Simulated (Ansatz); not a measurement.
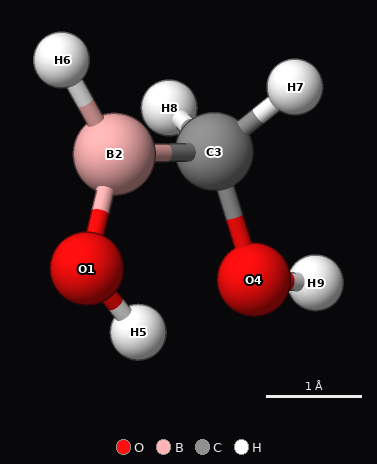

The structure as given in the input (ball-and-stick view, seen at a tilt; atoms are numbered from 1 in the order of the input). Bond lengths as drawn: B–C 1.59 Å, B–H 1.22 Å, B–O 1.35 Å, C–H 1.12 Å, C–O 1.43 Å and H–O 0.97 to 0.99 Å.

## Run report: CH5BO2, nudged elastic band

- system: CH5BO2
- method: RKS PBE/def2-SVP (Ansatz 0.2.0)

It belongs to a series of runs on one base structure; here: band between the two ends. Figures and captions count atoms from 1; the log counts them from 0 in places.

The program's output:
```
Engine: ansatz 0.2.0, aarch64-unknown-linux-gnu
Functional definition: PBE
  parameter kappa = 0.804
  parameter beta = 0.06672455060314922
  exchange = pbe_x(kappa = kappa, mu = beta*pi^2/3)
  correlation = pbe_c(beta = beta)
888 factors; their error is unknown
mean field evaluation 1: about -5870.2253 eV, gradient 6.4e1 eV
mean field evaluation 2: about -5850.7756 eV, gradient 1.2e2 eV
mean field evaluation 4: about -5878.3190 eV, gradient 6.2e0 eV
mean field evaluation 8: about -5878.3987 eV, gradient 1.8e-1 eV
mean field evaluation 16: about -5878.3680 eV, gradient 2.8e-5 eV
mean field -5878.36798294 eV, -216.0260388721 hartree, gradient 2.8e-5 eV, S^2 0.000000; 0 other end points of the search recorded, 0 dependent functions left out
the calculation of the forces begins
reference -5878.36801332 eV, -216.0260399885 hartree; 16, 16 occupied and 65, 65 virtual orbitals, 888 factors
888 factors; their error is unknown
mean field evaluation 32: about -5875.9559 eV, gradient 2.6e-4 eV
mean field -5875.95587073 eV, -215.9373953834 hartree, gradient 6.0e-5 eV, S^2 0.000000; 0 other end points of the search recorded, 0 dependent functions left out
[... from here on the field's lines of each further geometry are left out, up to the last ...]
NEB iter   1: max|band force component| = 2.852e1 eV/Å  barrier→ = 7.8256 eV  barrier← = 5.4135 eV  Δτ_max = 0.1957 Å  (185 SCF iters)
NEB iter   2: max|band force component| = 2.638e0 eV/Å  barrier→ = 4.1017 eV  barrier← = 1.6896 eV  Δτ_max = 0.1984 Å  (171 SCF iters)
NEB iter   3: max|band force component| = 1.983e0 eV/Å  barrier→ = 3.8219 eV  barrier← = 1.4098 eV  Δτ_max = 0.1127 Å  (159 SCF iters)
NEB iter   4: max|band force component| = 1.221e0 eV/Å  barrier→ = 3.5651 eV  barrier← = 1.1530 eV  Δτ_max = 0.1990 Å  (156 SCF iters)
NEB iter   5: max|band force component| = 9.486e-1 eV/Å  barrier→ = 3.4259 eV  barrier← = 1.0138 eV  Δτ_max = 0.1090 Å  (150 SCF iters)
NEB iter   6: max|band force component| = 6.310e-1 eV/Å  barrier→ = 3.3334 eV  barrier← = 0.9212 eV  Δτ_max = 0.0903 Å  (144 SCF iters)
NEB iter   7: max|band force component| = 4.878e-1 eV/Å  barrier→ = 3.2695 eV  barrier← = 0.8573 eV  CI = image 4  Δτ_max = 0.1978 Å  (146 SCF iters)
NEB iter   8: max|band force component| = 1.116e0 eV/Å  barrier→ = 3.4480 eV  barrier← = 1.0359 eV  CI = image 4  Δτ_max = 0.0997 Å  (146 SCF iters)
NEB iter   9: max|band force component| = 1.056e0 eV/Å  barrier→ = 3.3918 eV  barrier← = 0.9797 eV  CI = image 4  Δτ_max = 0.1000 Å  (144 SCF iters)
NEB iter  10: max|band force component| = 6.474e-1 eV/Å  barrier→ = 3.3554 eV  barrier← = 0.9433 eV  CI = image 4  Δτ_max = 0.1992 Å  (144 SCF iters)
NEB iter  11: max|band force component| = 5.535e-1 eV/Å  barrier→ = 3.2818 eV  barrier← = 0.8697 eV  CI = image 4  Δτ_max = 0.0995 Å  (159 SCF iters)
NEB iter  12: max|band force component| = 3.779e-1 eV/Å  barrier→ = 3.2536 eV  barrier← = 0.8415 eV  CI = image 4  Δτ_max = 0.0999 Å  (141 SCF iters)
NEB iter  13: max|band force component| = 5.004e-1 eV/Å  barrier→ = 3.2489 eV  barrier← = 0.8368 eV  CI = image 4  Δτ_max = 0.0997 Å  (148 SCF iters)
NEB iter  14: max|band force component| = 2.805e-1 eV/Å  barrier→ = 3.2444 eV  barrier← = 0.8323 eV  CI = image 4  Δτ_max = 0.1923 Å  (145 SCF iters)
NEB iter  15: max|band force component| = 2.120e0 eV/Å  barrier→ = 3.4025 eV  barrier← = 0.9904 eV  CI = image 3  Δτ_max = 0.0994 Å  (154 SCF iters)
NEB iter  16: max|band force component| = 3.098e0 eV/Å  barrier→ = 3.4324 eV  barrier← = 1.0203 eV  CI = image 3  Δτ_max = 0.0501 Å  (144 SCF iters)
NEB iter  17: max|band force component| = 1.830e0 eV/Å  barrier→ = 3.3513 eV  barrier← = 0.9391 eV  CI = image 3  Δτ_max = 0.1007 Å  (145 SCF iters)
NEB iter  18: max|band force component| = 1.219e0 eV/Å  barrier→ = 3.3179 eV  barrier← = 0.9058 eV  CI = image 4  Δτ_max = 0.1421 Å  (144 SCF iters)
NEB iter  19: max|band force component| = 6.221e-1 eV/Å  barrier→ = 3.3072 eV  barrier← = 0.8951 eV  CI = image 4  Δτ_max = 0.1970 Å  (150 SCF iters)
NEB iter  20: max|band force component| = 3.967e-1 eV/Å  barrier→ = 3.2353 eV  barrier← = 0.8232 eV  CI = image 3  Δτ_max = 0.1949 Å  (146 SCF iters)
NEB iter  21: max|band force component| = 4.070e-1 eV/Å  barrier→ = 3.2549 eV  barrier← = 0.8428 eV  CI = image 4  Δτ_max = 0.0718 Å  (157 SCF iters)
NEB iter  22: max|band force component| = 1.745e-1 eV/Å  barrier→ = 3.2445 eV  barrier← = 0.8324 eV  CI = image 4  Δτ_max = 0.0982 Å  (145 SCF iters)
NEB iter  23: max|band force component| = 5.506e-1 eV/Å  barrier→ = 3.2412 eV  barrier← = 0.8291 eV  CI = image 4  Δτ_max = 0.0501 Å  (150 SCF iters)
NEB iter  24: max|band force component| = 9.810e-1 eV/Å  barrier→ = 3.2431 eV  barrier← = 0.8310 eV  CI = image 4  Δτ_max = 0.0250 Å  (146 SCF iters)
NEB iter  25: max|band force component| = 1.617e-1 eV/Å  barrier→ = 3.2398 eV  barrier← = 0.8277 eV  CI = image 4  Δτ_max = 0.0204 Å  (151 SCF iters)
NEB iter  26: max|band force component| = 6.664e-2 eV/Å  barrier→ = 3.2380 eV  barrier← = 0.8259 eV  CI = image 4  Δτ_max = 0.0366 Å  (148 SCF iters)
NEB iter  27: max|band force component| = 5.981e-2 eV/Å  barrier→ = 3.2363 eV  barrier← = 0.8242 eV  CI = image 4  Δτ_max = 0.0212 Å  (147 SCF iters)
NEB iter  28: max|band force component| = 1.225e-1 eV/Å  barrier→ = 3.2357 eV  barrier← = 0.8236 eV  CI = image 4  Δτ_max = 0.0106 Å  (143 SCF iters)
the calculation of the forces begins
reference -5875.38938766 eV, -215.9165775146 hartree; 16, 16 occupied and 65, 65 virtual orbitals, 888 factors
888 factors; their error is unknown
mean field -5875.13255499 eV, -215.9071390880 hartree, gradient 2.2e-5 eV, S^2 0.000000; 1 other end points of the search recorded, 0 dependent functions left out
the calculation of the forces begins
reference -5875.13258614 eV, -215.9071402327 hartree; 16, 16 occupied and 65, 65 virtual orbitals, 888 factors
NEB iter  29: max|band force component| = 4.531e-2 eV/Å  barrier→ = 3.2354 eV  barrier← = 0.8233 eV  CI = image 4  Δτ_max = 0.0000 Å  (284 SCF iters)
```

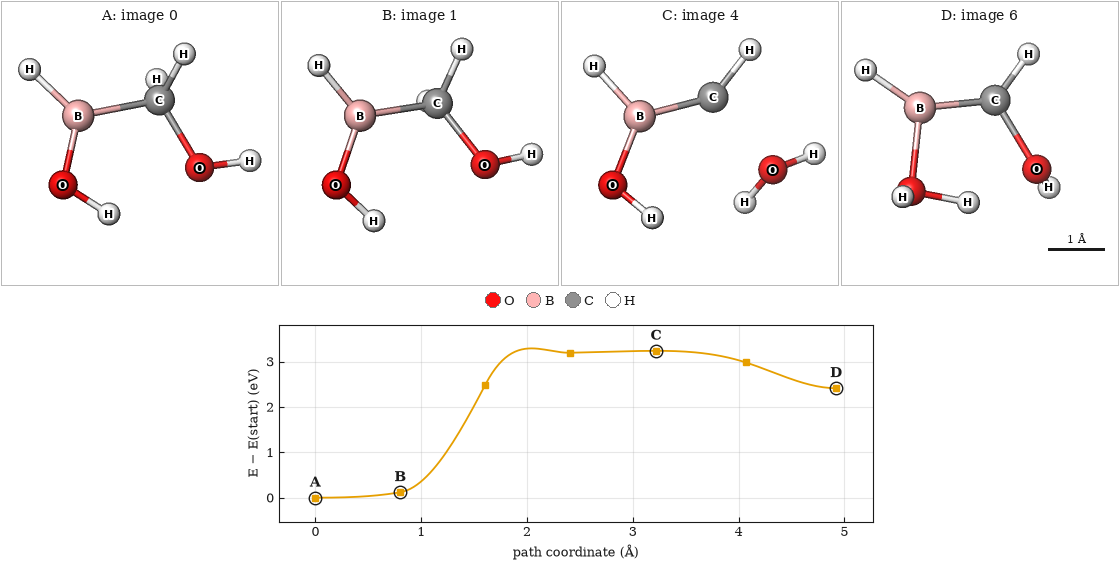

Images of the last band (counted from 0; ball-and-stick, seen at a tilt) above the energy along the path; the line is a cubic interpolation that uses the forces. The highest image is number 4, 3.235 eV above the start and 0.823 eV above the end (the climbing image); the end lies 2.412 eV above the start. The path is 4.92 Å long. The band converged in 29 iterations.

```
Total energy: -5875.13258614 eV, -215.9071402327 hartree
Atom 0 at    -1.299173     1.311279    -0.450185 Å, force     0.005093    -0.007470     0.020361 eV/Å
Atom 1 at    -0.024904     1.186119     0.124024 Å, force    -0.018911     0.014606    -0.021600 eV/Å
Atom 2 at     0.783778    -0.028395     0.333619 Å, force     0.019078    -0.004196     0.005417 eV/Å
Atom 3 at    -0.078032    -1.446081    -0.059390 Å, force    -0.001079    -0.008378    -0.002497 eV/Å
Atom 4 at    -1.815773     0.490191    -0.375606 Å, force     0.002593     0.005944    -0.006479 eV/Å
Atom 5 at     0.556992     2.234397     0.382284 Å, force     0.002429    -0.000095     0.003471 eV/Å
Atom 6 at     1.459382    -0.377973     1.126473 Å, force    -0.003380     0.003040     0.005173 eV/Å
Atom 7 at    -0.199094    -1.232753    -1.010132 Å, force    -0.000395    -0.008779    -0.001621 eV/Å
Atom 8 at     0.616824    -2.136783    -0.071086 Å, force    -0.005429     0.005328    -0.002226 eV/Å
Dipole moment:    -0.045922    -1.316194    -0.221646 e Å
this run last wrote the band of iteration 29 to [file]
```

The last band as extended XYZ (Å, eV, eV/Å):
```
9
Properties=species:S:1:pos:R:3:forces:R:3 image=0 energy=-5878.36798
O    -1.4554    1.1073   -0.0805    0.0018  -0.0115   0.0007
B    -0.1048    1.1050    0.0032   -0.0055   0.0054  -0.0009
C     0.6238   -0.3060    0.0360    0.0116   0.0065   0.0010
O    -0.3977   -1.3015   -0.0353   -0.0118   0.0007  -0.0010
H    -1.7420    0.1630   -0.1062    0.0054   0.0051   0.0000
H     0.4812    2.1721    0.0488   -0.0013   0.0060   0.0000
H     1.2419   -0.3838    0.9667   -0.0006  -0.0044  -0.0007
H     1.3513   -0.3685   -0.8132   -0.0014  -0.0044   0.0009
H     0.0018   -2.1876   -0.0195    0.0018  -0.0035   0.0002
9
Properties=species:S:1:pos:R:3:forces:R:3 image=1 energy=-5878.24813
O    -1.4356    1.1901   -0.2316   -0.0107  -0.0680   0.0381
B    -0.1224    1.0922    0.0900    0.0028  -0.0496  -0.0366
C     0.6080   -0.3240    0.0241   -0.0579  -0.0891  -0.0152
O    -0.3496   -1.3708    0.2130   -0.0728   0.0647   0.1425
H    -1.7892    0.3008   -0.4447    0.0029  -0.0819   0.0655
H     0.4348    2.1315    0.4093    0.0478  -0.0522  -0.1162
H     1.4511   -0.3663    0.7585   -0.0377  -0.0263  -0.0392
H     1.0603   -0.4429   -0.9944    0.2848   0.3219   0.0040
H     0.1427   -2.2105    0.1758   -0.1591  -0.0196  -0.0430
9
Properties=species:S:1:pos:R:3:forces:R:3 image=2 energy=-5875.87614
O    -1.4116    1.2982   -0.2744    0.0970  -0.1614   0.3089
B    -0.1153    1.1664    0.1417    0.1412  -0.2645  -0.4412
C     0.6862   -0.1998    0.0337   -0.2747  -1.4199  -1.6259
O    -0.2477   -1.4627    0.0239   -1.5188  -0.6074   1.6113
H    -1.8051    0.4330   -0.5004    0.0330  -0.0655  -0.0808
H     0.3971    2.2113    0.5470    0.0570  -0.2970  -0.1550
H     1.5219   -0.3321    0.7832   -0.3743  -0.0588  -0.6740
H     0.6091   -0.9337   -1.0079    1.8731   3.1184   0.9368
H     0.3653   -2.1807    0.2532   -0.0334  -0.2439   0.1200
9
Properties=species:S:1:pos:R:3:forces:R:3 image=3 energy=-5875.17459
O    -1.4019    1.3481   -0.3276   -0.0099   0.0050   0.0357
B    -0.1082    1.2170    0.1892    0.0055  -0.0034  -0.0355
C     0.7329    0.0143    0.2862   -0.0172   0.0221   0.0077
O    -0.0352   -1.3688   -0.2111    0.0034   0.0136  -0.0070
H    -1.8060    0.4755   -0.4753   -0.0060   0.0096  -0.0096
H     0.4421    2.2580    0.5338   -0.0089   0.0009   0.0285
H     1.5846   -0.3431    0.8782    0.0145  -0.0113  -0.0467
H     0.2643   -1.4553   -1.1373    0.0633  -0.0295  -0.0202
H     0.3274   -2.1455    0.2639   -0.0446  -0.0071   0.0472
9
Properties=species:S:1:pos:R:3:forces:R:3 image=4 energy=-5875.13256
O    -1.2992    1.3113   -0.4502    0.0051  -0.0075   0.0204
B    -0.0249    1.1861    0.1240   -0.0189   0.0146  -0.0216
C     0.7838   -0.0284    0.3336    0.0191  -0.0042   0.0054
O    -0.0780   -1.4461   -0.0594   -0.0011  -0.0084  -0.0025
H    -1.8158    0.4902   -0.3756    0.0026   0.0059  -0.0065
H     0.5570    2.2344    0.3823    0.0024  -0.0001   0.0035
H     1.4594   -0.3780    1.1265   -0.0034   0.0030   0.0052
H    -0.1991   -1.2328   -1.0101   -0.0004  -0.0088  -0.0016
H     0.6168   -2.1368   -0.0711   -0.0054   0.0053  -0.0022
9
Properties=species:S:1:pos:R:3:forces:R:3 image=5 energy=-5875.38936
O    -1.1077    0.9049   -0.7405    0.1443  -0.4417  -0.3185
B     0.0876    1.1060    0.0687    0.0862  -0.0782  -0.0288
C     0.7863   -0.1051    0.4722   -0.0041  -0.0445   0.1693
O    -0.0443   -1.3779    0.0250    0.0873   0.0477   0.0398
H    -1.8835    0.7365   -0.1806   -0.0696   0.1860   0.1173
H     0.5297    2.2251    0.2903   -0.1262   0.0054  -0.0084
H     1.5833   -0.4660    1.1268    0.0774  -0.0605   0.0652
H    -0.5128   -0.9477   -0.7624   -0.2229   0.3044   0.2003
H     0.5613   -2.0757   -0.2995    0.0276   0.0814  -0.2363
9
Properties=species:S:1:pos:R:3:forces:R:3 image=6 energy=-5875.95587
O    -1.0355    0.5515   -0.7505   -0.0035  -0.0053  -0.0007
B     0.2228    0.9907    0.0800   -0.0033   0.0178  -0.0193
C     0.8329   -0.2388    0.5322    0.0089   0.0026   0.0048
O     0.0374   -1.4146    0.1583   -0.0011  -0.0119   0.0031
H    -1.8589    0.8430   -0.3127    0.0017  -0.0005  -0.0019
H     0.4048    2.1829    0.1554    0.0004  -0.0055   0.0128
H     1.7145   -0.4828    1.1413   -0.0049  -0.0010  -0.0031
H    -0.8719   -0.4895   -0.5204    0.0013   0.0092   0.0044
H     0.5537   -1.9424   -0.4835    0.0005  -0.0054  -0.0001
```

This output came from the following input.

Input file:
```yaml
crystal:
  periodic: [false, false, false]
  atoms:
    - { symbol: O, position_ang: [-1.455448, 1.107288, -0.080457] }
    - { symbol: B, position_ang: [-0.104848, 1.105036, 0.00325] }
    - { symbol: C, position_ang: [0.623755, -0.306029, 0.036011] }
    - { symbol: O, position_ang: [-0.397711, -1.301491, -0.035323] }
    - { symbol: H, position_ang: [-1.74204, 0.162975, -0.106243] }
    - { symbol: H, position_ang: [0.481239, 2.172098, 0.048776] }
    - { symbol: H, position_ang: [1.241906, -0.383841, 0.966738] }
    - { symbol: H, position_ang: [1.351339, -0.368453, -0.813221] }
    - { symbol: H, position_ang: [0.001808, -2.187581, -0.019531] }
basis:
  gaussian: { orbitals: def2-SVP }
hamiltonian:
  xc: pbe
neb:
  order_check: false
  images: 5
  f_tol: 0.05
  max_iterations: 60
  final_atoms:
    - { symbol: O, position_ang: [-1.03546454, 0.55151426, -0.75051172] }
    - { symbol: B, position_ang: [0.2228069, 0.9906895, 0.07995429] }
    - { symbol: C, position_ang: [0.83291673, -0.23880277, 0.53219367] }
    - { symbol: O, position_ang: [0.03740086, -1.41458663, 0.15825893] }
    - { symbol: H, position_ang: [-1.85886557, 0.84305021, -0.31267296] }
    - { symbol: H, position_ang: [0.4048468, 2.18287338, 0.15540162] }
    - { symbol: H, position_ang: [1.7145225, -0.48279281, 1.14127233] }
    - { symbol: H, position_ang: [-0.8719108, -0.48954941, -0.52040014] }
    - { symbol: H, position_ang: [0.55374713, -1.94239372, -0.48349601] }
  initial_path:
    images:
      - { positions_ang: [[-1.455448, 1.107288, -0.080457], [-0.104848, 1.105036, 0.00325], [0.623755, -0.306029, 0.036011], [-0.397711, -1.301491, -0.035323], [-1.74204, 0.162975, -0.106243], [0.481239, 2.172098, 0.048776], [1.241906, -0.383841, 0.966738], [1.351339, -0.368453, -0.813221], [0.001808, -2.187581, -0.019531]] }
      - { positions_ang: [[-1.40650591, 1.11445277, -0.1291499], [-0.07566869, 1.11467976, 0.02014865], [0.67412194, -0.29007463, 0.08079285], [-0.3119858, -1.31187427, -0.04597825], [-1.71808147, 0.18964975, -0.18434122], [0.49357157, 2.16918651, 0.1029256], [1.23779347, -0.37900479, 1.03260869], [0.99523429, -0.42607311, -0.8640764], [0.11152058, -2.18094001, -0.01293003]] }
      - { positions_ang: [[-1.35756381, 1.12161755, -0.1778428], [-0.04648937, 1.12432353, 0.03704731], [0.72448888, -0.27412025, 0.12557469], [-0.22626059, -1.32225753, -0.05663349], [-1.69412294, 0.21632449, -0.26243945], [0.50590415, 2.16627501, 0.15707521], [1.23368094, -0.37416857, 1.09847938], [0.63912958, -0.48369321, -0.9149318], [0.22123316, -2.17429901, -0.00632905]] }
      - { positions_ang: [[-1.30862172, 1.12878232, -0.2265357], [-0.01731006, 1.13396729, 0.05394596], [0.77485583, -0.25816588, 0.17035654], [-0.14053539, -1.3326408, -0.06728874], [-1.67016442, 0.24299924, -0.34053767], [0.51823672, 2.16336352, 0.21122481], [1.22956841, -0.36933236, 1.16435008], [0.28302487, -0.54131332, -0.9657872], [0.33094575, -2.16765802, 0.00027192]] }
      - { positions_ang: [[-1.21756932, 0.93635964, -0.40119437], [0.06272893, 1.08620803, 0.06261541], [0.79420946, -0.25171151, 0.29096892], [-0.08122331, -1.35995608, 0.00789382], [-1.7330648, 0.44301623, -0.33124943], [0.48044008, 2.1698668, 0.19261708], [1.39121977, -0.40715251, 1.15665749], [-0.10195368, -0.52405868, -0.81732485], [0.40521287, -2.09256992, -0.16098406]] }
      - { positions_ang: [[-1.12651693, 0.74393695, -0.57585305], [0.14276792, 1.03844876, 0.07128485], [0.81356309, -0.24525714, 0.41158129], [-0.02191122, -1.38727135, 0.08307637], [-1.79596519, 0.64303322, -0.3219612], [0.44264344, 2.17637009, 0.17400935], [1.55287113, -0.44497266, 1.14896491], [-0.48693224, -0.50680405, -0.6688625], [0.47948, -2.01748182, -0.32224003]] }
      - { positions_ang: [[-1.03546454, 0.55151426, -0.75051172], [0.2228069, 0.9906895, 0.07995429], [0.83291673, -0.23880277, 0.53219367], [0.03740086, -1.41458663, 0.15825893], [-1.85886557, 0.84305021, -0.31267296], [0.4048468, 2.18287338, 0.15540162], [1.7145225, -0.48279281, 1.14127233], [-0.8719108, -0.48954941, -0.52040014], [0.55374713, -1.94239372, -0.48349601]] }
```

Launch command:
```bash
ansatz run input.yaml --threads 1 --pin off --max-ram 2048MiB --backend cpu --events-out ev --progress --plain --runs-dir out
```

Key numbers:

| quantity | value |
| --- | --- |
| outcome | converged |
| barrier, forward | 3.235 eV |
| barrier, backward | 0.823 eV |
| hardware | 1 thread of Arm Neoverse V2, 24 GiB of memory available, shared host |
| wall time | 3.9 min |
| peak memory | 0.14 GiB |

The order of the saddle point was not checked.
